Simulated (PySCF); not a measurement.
# trimethylsilane (C₃H₁₀Si): NMR shifts and electronic excitations in gas and solvents, part 2 of 2

PySCF 2.14.0. Atoms count from 0.

## Step 8: Shielding tensors: wB97X-D/pcSseg-2 in chloroform

The job: settings as JSON, then the geometry in Å.

```
{"job": {"kind": "nmr", "xc": "wB97X-D", "basis": "pcSseg-2", "pop": false, "solvent": "chloroform"}, "charge": 0, "multiplicity": 1}
C     -0.418667     1.649364    -0.515664
Si    -0.088686     0.090933     0.470012
C     -1.228122    -1.288259    -0.085824
C      1.701938    -0.427215     0.278590
H     -1.455290     1.976512    -0.404727
H     -0.231848     1.481453    -1.580111
H      0.228023     2.466945    -0.187180
H     -0.350346     0.374179     1.913561
H     -1.093962    -2.180767     0.530488
H     -1.025512    -1.564957    -1.124276
H     -2.276485    -0.987813    -0.017034
H      1.947998    -0.592308    -0.774078
H      2.376695     0.341596     0.664125
H      1.906327    -1.353898     0.819966
```

With the program's defaults for keys left out, this is: GIAO wB97X-D/pcSseg-2 NMR shielding, non-relativistic, IEF-PCM chloroform.

Standard output:

```text
coarse grid: 11088 points
cycle   1  E = -409.8477894444  dE =  3.828e-02  |g| = 3.635e-01  |ddm| = 2.343e+00
cycle   2  E = -409.8650373961  dE = -1.725e-02  |g| = 2.547e-01  |ddm| = 3.510e-01
cycle   3  E = -409.8802944361  dE = -1.526e-02  |g| = 1.871e-02  |ddm| = 1.419e-01
cycle   4  E = -409.8804279386  dE = -1.335e-04  |g| = 2.816e-03  |ddm| = 3.236e-02
cycle   5  E = -409.8804302983  dE = -2.360e-06  |g| = 8.220e-04  |ddm| = 5.545e-03
final grid: 99272 points
cycle   6  E = -409.8896424898  dE = -2.144e-04  |g| = 6.663e-03  |ddm| = 4.308e-02
cycle   7  E = -409.8896477377  dE = -5.248e-06  |g| = 4.945e-03  |ddm| = 8.342e-03
cycle   8  E = -409.8896531789  dE = -5.441e-06  |g| = 2.782e-04  |ddm| = 2.572e-03
cycle   9  E = -409.8896532145  dE = -3.561e-08  |g| = 6.183e-05  |ddm| = 6.013e-04
cycle  10  E = -409.8896532160  dE = -1.463e-09  |g| = 1.783e-05  |ddm| = 1.093e-04
cycle  11  E = -409.8896532161  dE = -1.687e-10  |g| = 4.940e-06  |ddm| = 4.815e-05
converged SCF energy = -409.8896532161

GIAO shielding tensors (ppm)
atom      isotropic    diamagn.    paramagn.     s11        s22        s33       span
  0 C      189.201     246.578     -57.377    185.747    189.175    192.680      6.933
  1 Si     357.643     878.646    -521.003    326.381    372.977    373.571     47.190
  2 C      189.247     246.548     -57.301    185.603    189.422    192.715      7.113
  3 C      189.229     246.612     -57.383    186.059    188.935    192.692      6.634
  4 H       31.474      30.649       0.825     27.125     28.791     38.505     11.380
  5 H       31.605      31.648      -0.044     27.895     29.353     37.565      9.670
  6 H       31.462      30.642       0.821     27.117     28.810     38.460     11.343
  7 H       27.301      30.414      -3.113     24.993     25.053     31.856      6.863
  8 H       31.459      30.610       0.850     27.147     28.722     38.509     11.362
  9 H       31.600      31.631      -0.032     27.878     29.360     37.562      9.684
 10 H       31.480      30.665       0.815     27.091     28.883     38.465     11.374
 11 H       31.613      31.655      -0.042     27.896     29.357     37.585      9.689
 12 H       31.451      30.626       0.825     27.141     28.721     38.492     11.351
 13 H       31.480      30.685       0.796     27.103     28.879     38.459     11.356
```

Run time: 59 s. Hardware: 2 threads of Intel Xeon at 2.70GHz, shared host; peak memory 2.1 GiB.

This run: δ C0 -2.1, Si1 -16.4, H7 4.31, H4 0.10 ppm (means over like atoms).

## Step 9: Excited states and response: PBE0/aug-cc-pVTZ

Same as in step 8 but for these lines:

```diff
@@ -1,2 +1,2 @@
-{"job": {"kind": "nmr", "xc": "wB97X-D", "basis": "pcSseg-2", "pop": false, "solvent": "chloroform"}, "charge": 0, "multiplicity": 1}
+{"job": {"kind": "uv", "xc": "PBE0", "basis": "aug-cc-pVTZ", "ip": false, "dynamic": true}, "charge": 0, "multiplicity": 1}
 C     -0.418667     1.649364    -0.515664
```

With the program's defaults for keys left out, this is: TDDFT PBE0/aug-cc-pVTZ, vertical, gas phase, core orbitals frozen in the response.

Standard output:

```text
coarse grid: 11088 points
cycle   1  E = -409.5738955261  dE = -3.073e-02  |g| = 5.243e-01  |ddm| = 7.805e+00
cycle   2  E = -409.5567207224  dE =  1.717e-02  |g| = 5.791e-01  |ddm| = 2.112e+00
cycle   3  E = -409.6426743775  dE = -8.595e-02  |g| = 2.306e-02  |ddm| = 1.018e+00
cycle   4  E = -409.6428006026  dE = -1.262e-04  |g| = 1.074e-02  |ddm| = 8.145e-02
cycle   5  E = -409.6428333336  dE = -3.273e-05  |g| = 1.084e-03  |ddm| = 2.157e-02
cycle   6  E = -409.6428336959  dE = -3.623e-07  |g| = 3.179e-04  |ddm| = 4.280e-03
final grid: 99272 points
cycle   7  E = -409.6405909111  dE = -7.857e-05  |g| = 8.016e-03  |ddm| = 5.225e-01
cycle   8  E = -409.6405867249  dE =  4.186e-06  |g| = 8.955e-03  |ddm| = 3.227e-02
cycle   9  E = -409.6406061726  dE = -1.945e-05  |g| = 2.397e-04  |ddm| = 1.578e-02
cycle  10  E = -409.6406061855  dE = -1.295e-08  |g| = 1.402e-04  |ddm| = 8.976e-04
cycle  11  E = -409.6406061913  dE = -5.792e-09  |g| = 1.250e-05  |ddm| = 2.823e-04
cycle  12  E = -409.6406061914  dE = -4.479e-11  |g| = 3.405e-06  |ddm| = 6.070e-05
converged SCF energy = -409.6406061914

Static polarisability (au): isotropic 66.650, principal 61.044 69.423 69.484

Singlet excitations
state   eV       nm        f      main configurations
  1   7.4398    166.6   0.06324   H->L 0.94
  2   7.4424    166.6   0.06412   H-1->L 0.95
  3   7.6158    162.8   0.00068   H-2->L 0.97
  4   7.9806    155.4   0.01822   H->L+2 0.76, H-1->L+1 0.18
  5   7.9846    155.3   0.01015   H->L+1 0.34, H-1->L+2 0.34, H-1->L+1 0.21
  6   7.9849    155.3   0.01053   H-1->L+1 0.55, H->L+1 0.15, H->L+2 0.13
  7   8.0084    154.8   0.00002   H-1->L+2 0.50, H->L+1 0.45
  8   8.0773    153.5   0.03628   H-2->L+2 0.83
  9   8.0779    153.5   0.03583   H-2->L+1 0.84
 10   8.1717    151.7   0.00030   H->L+3 0.94

Triplet excitations (Tamm-Dancoff, eV): 7.3123 7.3142 7.4547 7.7718
```

Run time: 1.8 min. Hardware: 2 threads of Intel Xeon at 2.70GHz, shared host; peak memory 1.9 GiB.

Frontier orbitals and where they lie:

```tsv
orbital	eV	atoms
HOMO−3	-10.71	C3 17 %, C0 17 %, C2 17 %
HOMO−2	-8.63	H7 33 %, Si1 25 %, C2 10 %
HOMO−1	-8.54	C2 28 %, C0 25 %, Si1 13 %
HOMO	-8.54	C3 34 %, C0 14 %, Si1 13 %
LUMO	-0.13	H9 12 %, H5 12 %, H11 12 %
LUMO+1	0.34	Si1 20 %, H8 16 %, H6 16 %
LUMO+2	0.34	Si1 20 %, H13 15 %, H4 13 %
```

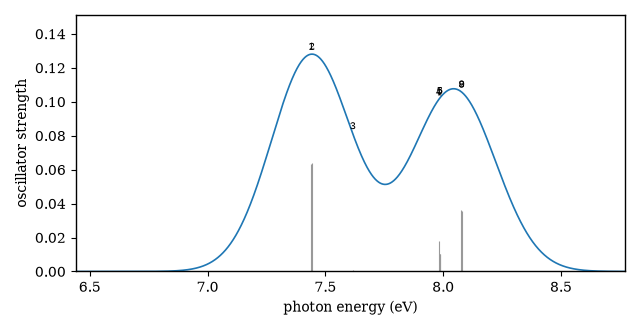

Absorption spectrum from the 10 singlet states computed; above the last one it falls off for lack of states. Lines are broadened to a width of 0.40 eV (Gaussian).

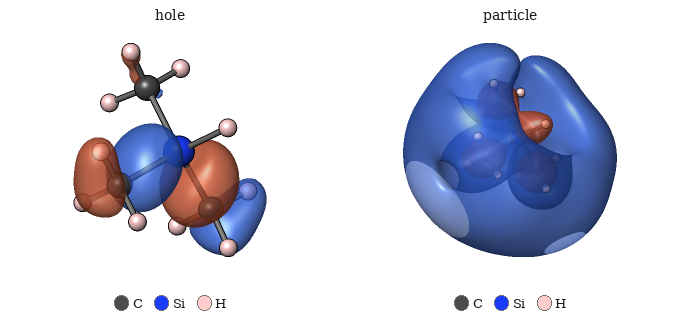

Leading natural transition orbitals of singlet state 2: the electron leaves the hole (left) for the particle orbital (right).

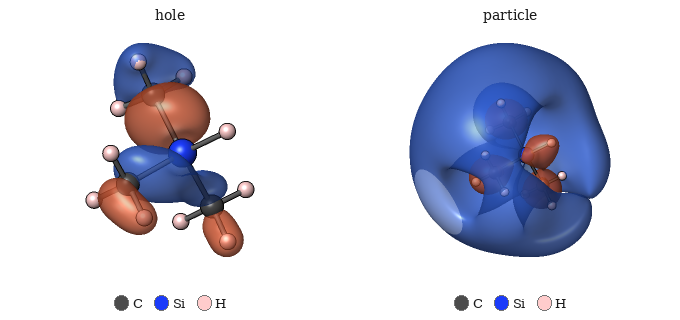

Leading natural transition orbitals of singlet state 1: the electron leaves the hole (left) for the particle orbital (right).

Ground-state properties from the same run:

```tsv
property	computed	measured
dipole moment (D)	0.59	0.53
polarisability (Å³)	9.88	–
HOMO–LUMO gap (eV)	8.41	–
−ε(HOMO) (eV)	8.54	–
C6 with itself (au)	1731	–
```

Measured: gas; NIST CCCBDB Release 22 (SRD 101), experimental dipoles.

## Step 10: TDDFT and polarisability: CAM-B3LYP/aug-cc-pVTZ

Same as in step 9 but for these lines:

```diff
@@ -1,2 +1,2 @@
-{"job": {"kind": "uv", "xc": "PBE0", "basis": "aug-cc-pVTZ", "ip": false, "dynamic": true}, "charge": 0, "multiplicity": 1}
+{"job": {"kind": "uv", "xc": "CAM-B3LYP", "basis": "aug-cc-pVTZ", "ip": false, "dynamic": false}, "charge": 0, "multiplicity": 1}
 C     -0.418667     1.649364    -0.515664
```

With the program's defaults for keys left out, this is: TDDFT CAM-B3LYP/aug-cc-pVTZ, vertical, gas phase, core orbitals frozen in the response.

Standard output:

```text
coarse grid: 11088 points
cycle   1  E = -409.8022890180  dE =  3.337e-02  |g| = 4.288e-01  |ddm| = 8.123e+00
cycle   2  E = -409.8151967091  dE = -1.291e-02  |g| = 3.657e-01  |ddm| = 1.554e+00
cycle   3  E = -409.8469037638  dE = -3.171e-02  |g| = 1.931e-02  |ddm| = 6.583e-01
cycle   4  E = -409.8470223613  dE = -1.186e-04  |g| = 6.224e-03  |ddm| = 6.439e-02
cycle   5  E = -409.8470311791  dE = -8.818e-06  |g| = 9.881e-04  |ddm| = 1.554e-02
final grid: 99272 points
cycle   6  E = -409.8480831739  dE = -5.496e-05  |g| = 4.415e-03  |ddm| = 3.080e-01
cycle   7  E = -409.8480841395  dE = -9.656e-07  |g| = 3.924e-03  |ddm| = 2.443e-02
cycle   8  E = -409.8480877722  dE = -3.633e-06  |g| = 1.201e-04  |ddm| = 7.149e-03
cycle   9  E = -409.8480877774  dE = -5.148e-09  |g| = 3.683e-05  |ddm| = 1.136e-03
cycle  10  E = -409.8480877778  dE = -4.214e-10  |g| = 9.668e-06  |ddm| = 1.458e-04
converged SCF energy = -409.8480877778

Static polarisability (au): isotropic 65.927, principal 60.712 68.504 68.564

Singlet excitations
state   eV       nm        f      main configurations
  1   7.6917    161.2   0.08039   H->L 0.77
  2   7.6942    161.1   0.08151   H-1->L 0.77, H-1->L+12 0.08
  3   7.9733    155.5   0.00011   H-2->L 0.75
  4   8.2877    149.6   0.05141   H->L+2 0.35, H-1->L+1 0.32
  5   8.3616    148.3   0.00000   H->L+1 0.39, H-1->L+2 0.38
  6   8.3726    148.1   0.00008   H-1->L+1 0.27, H->L+2 0.25, H->L+1 0.08
  7   8.3739    148.1   0.00006   H-1->L+2 0.28, H->L+1 0.25
  8   8.4315    147.0   0.04663   H-2->L+2 0.66, H-2->L+10 0.12
  9   8.4341    147.0   0.04528   H-2->L+1 0.67, H-2->L+11 0.12
 10   8.5016    145.8   0.00038   H->L+3 0.80

Triplet excitations (Tamm-Dancoff, eV): 7.5465 7.5485 7.7491 8.0756
```

It took 1.8 min on 2 threads of Intel Xeon at 2.70GHz, shared host; peak memory 2.1 GiB.

In short: HOMO -9.93 eV, LUMO 0.20 eV; lowest singlet 7.69 eV.

## Step 11: Excited states and response: wB97X-D/aug-cc-pVTZ

Same as in step 10 but for these lines:

```diff
@@ -1,2 +1,2 @@
-{"job": {"kind": "uv", "xc": "CAM-B3LYP", "basis": "aug-cc-pVTZ", "ip": false, "dynamic": false}, "charge": 0, "multiplicity": 1}
+{"job": {"kind": "uv", "xc": "wB97X-D", "basis": "aug-cc-pVTZ", "ip": true, "dynamic": false}, "charge": 0, "multiplicity": 1}
 C     -0.418667     1.649364    -0.515664
```

Method: TDDFT wB97X-D/aug-cc-pVTZ, vertical, gas phase, core orbitals frozen in the response.

Standard output:

```text
coarse grid: 11088 points
cycle   1  E = -409.8451226859  dE =  4.972e-02  |g| = 3.612e-01  |ddm| = 8.132e+00
cycle   2  E = -409.8622051771  dE = -1.708e-02  |g| = 2.596e-01  |ddm| = 1.943e+00
cycle   3  E = -409.8778028378  dE = -1.560e-02  |g| = 1.916e-02  |ddm| = 5.016e-01
cycle   4  E = -409.8779394303  dE = -1.366e-04  |g| = 4.284e-03  |ddm| = 1.066e-01
cycle   5  E = -409.8779444700  dE = -5.040e-06  |g| = 1.095e-03  |ddm| = 1.973e-02
final grid: 99272 points
cycle   6  E = -409.8790953503  dE = -1.950e-04  |g| = 6.514e-03  |ddm| = 6.418e-01
cycle   7  E = -409.8791001918  dE = -4.842e-06  |g| = 4.441e-03  |ddm| = 6.227e-02
cycle   8  E = -409.8791043401  dE = -4.148e-06  |g| = 4.341e-04  |ddm| = 1.092e-02
cycle   9  E = -409.8791044059  dE = -6.577e-08  |g| = 1.200e-04  |ddm| = 4.592e-03
cycle  10  E = -409.8791044096  dE = -3.782e-09  |g| = 2.159e-05  |ddm| = 7.254e-04
cycle  11  E = -409.8791044099  dE = -2.767e-10  |g| = 6.870e-06  |ddm| = 1.853e-04
converged SCF energy = -409.8791044099

Static polarisability (au): isotropic 65.834, principal 60.662 68.392 68.450

Singlet excitations
state   eV       nm        f      main configurations
  1   7.8524    157.9   0.08385   H->L 0.68, H->L+12 0.13
  2   7.8547    157.8   0.08497   H-1->L 0.68, H-1->L+12 0.13
  3   8.0945    153.2   0.00422   H-2->L 0.63, H-2->L+12 0.10, H-2->L+3 0.10
  4   8.3990    147.6   0.08429   H->L+2 0.27, H-1->L+1 0.26, H-2->L+3 0.13
  5   8.4959    145.9   0.00002   H->L+1 0.34, H-1->L+2 0.33
  6   8.5101    145.7   0.00770   H-2->L+2 0.17, H->L+3 0.14, H-1->L+1 0.14
  7   8.5130    145.6   0.00743   H-2->L+1 0.16, H-1->L+2 0.15, H-1->L+3 0.14
  8   8.5508    145.0   0.03500   H-2->L+2 0.39, H-2->L+10 0.13, H->L+3 0.12
  9   8.5545    144.9   0.03346   H-2->L+1 0.39, H-2->L+11 0.13, H-1->L+3 0.13
 10   8.6166    143.9   0.00294   H->L+3 0.55, H-1->L+1 0.11, H->L+2 0.10

Triplet excitations (Tamm-Dancoff, eV): 7.7083 7.7102 7.8516 8.1764
Vertical ionisation energy (delta-SCF) = 10.6387 eV
```

Wall time 5.5 min (2 threads of Intel Xeon at 2.70GHz, shared host); peak memory 2.6 GiB.

Key values: HOMO -10.41 eV, LUMO 0.77 eV; lowest singlet 7.85 eV.

## Step 12: Comparing the runs: NMR shifts

Shifts (ppm), means over like atoms, with basis size and wall time:

```tsv
run	C0	H7	H4	Si1	functions	time
PBE0/pcSseg-2	-2.1	4.51	0.08	-16.4	291	62 s
KT3/pcSseg-2	-1.7	4.41	0.09	-15.1	291	53 s
wB97X-D/pcSseg-2	-2.2	4.46	0.08	-17.0	291	56 s
B97-2/pcSseg-2	-2.0	4.41	0.08	-15.8	291	44 s
WP04/pcSseg-2 in chloroform	-1.6	3.71	0.10	-14.9	291	46 s
wB97X-D/pcSseg-2 in chloroform	-2.1	4.31	0.10	-16.4	291	59 s
measured	–	–	–	-15.5	–	–
```

Measured: C. Corminboeuf, T. Heine, J. Weber, Chem. Phys. Lett. 357 (2002) 1.

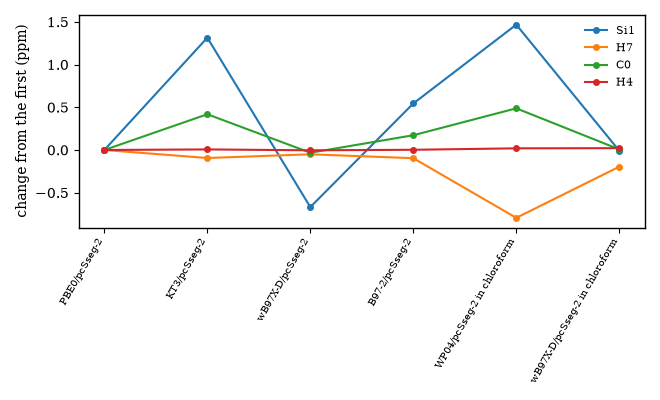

How the tabulated atoms move from run to run.

## Step 13: Comparing the runs: electronic excitations

Excitations and ground-state properties, with basis size and wall time:

```tsv
run	lowest singlet (eV)	brightest (eV)	f	gap (eV)	α (Å³)	μ (D)	functions	time
PBE0/aug-cc-pVTZ	7.44	7.44	0.064	8.41	9.88	0.59	418	1.8 min
CAM-B3LYP/aug-cc-pVTZ	7.69	7.69	0.082	10.14	9.77	0.56	418	1.8 min
wB97X-D/aug-cc-pVTZ	7.85	7.85	0.085	11.18	9.76	0.58	418	5.5 min
```

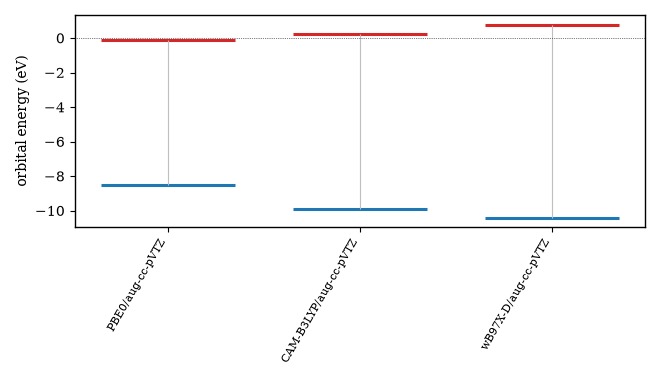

HOMO (blue) and LUMO (red) run by run.

Measured dipole: 0.53 D (gas; NIST CCCBDB Release 22 (SRD 101), experimental dipoles).

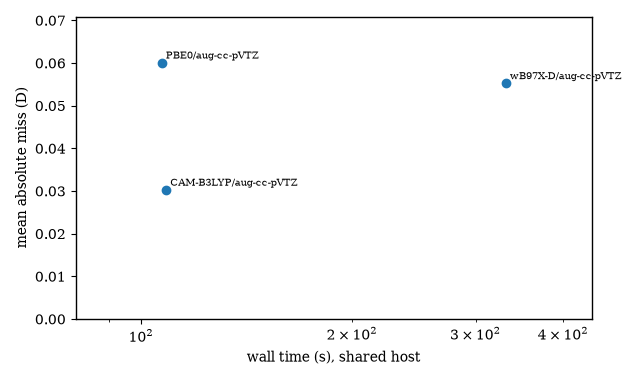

Cost against miss for the measured dipole.

## Step 14: Results

What follows sums up all 2 parts.

```
                                                               quantity                        value
                                   rotational constants (main isotopes)         5.34, 5.32, 3.15 GHz
13C shifts against TMS (PBE0/pcSseg-2, means over atoms taken as alike)                     -2.1 ppm
 1H shifts against TMS (PBE0/pcSseg-2, means over atoms taken as alike)               4.51, 0.08 ppm
                                29Si shifts against TMS (PBE0/pcSseg-2)                    -16.4 ppm
                               measured, and computed on the same scale       Si1 δ -15.5, -16.4 ppm
                                  surface potential, least and greatest           -0.36 V and 0.73 V
                                      lowest singlet (PBE0/aug-cc-pVTZ)  7.44 eV (167 nm), f = 0.063
                               brightest single state of those computed  state 2, 7.44 eV, f = 0.064
                                                         lowest triplet                      7.31 eV
                      range of the shift of Si1 (wB97X-D/pcSseg-2 runs)           -17.0 to -16.4 ppm
                                            range of the lowest singlet              7.44 to 7.85 eV
```

The optimisation took 6 steps and gained 0.150 eV; among the close pairs (by a distance rule), Si1–C3 changed most, from 1.932 to 1.874 Å. At PBE0/pcSseg-2: The widest tensor belongs to Si1: span 45 ppm, with a paramagnetic part of -521 ppm. The one measured 29Si shift is missed by -0.9 ppm (computed less measured, unscaled). Vibration, temperature and solvent are missing from the calculation, and it holds one conformer, so part of the miss against the measured shifts is not the functional's. The first singlet state (HOMO→LUMO 0.94) lies at 7.44 eV and is bright; of the 10 states computed, the strongest absorption comes from states 1 to 2 together at 7.44 eV. The lowest triplet lies 0.13 eV below the lowest singlet (triplets in Tamm-Dancoff, singlets in full TDDFT). At one level, wB97X-D/pcSseg-2: In ppm, Si1 moves most: its shift spreads over 0.7 ppm, from -17.0 (wB97X-D/pcSseg-2) to -16.4 (wB97X-D/pcSseg-2 in chloroform). The lowest singlet runs from 7.44 eV (PBE0/aug-cc-pVTZ) to 7.85 eV (wB97X-D/aug-cc-pVTZ), while the orbital gap spans 8.41 to 11.18 eV: the excitation energy moves far less from run to run than the orbital gap does. The lowest state need not be the same one in every run. One molecule ranks no method: errors cancel, and vibration and temperature are missing from all runs.
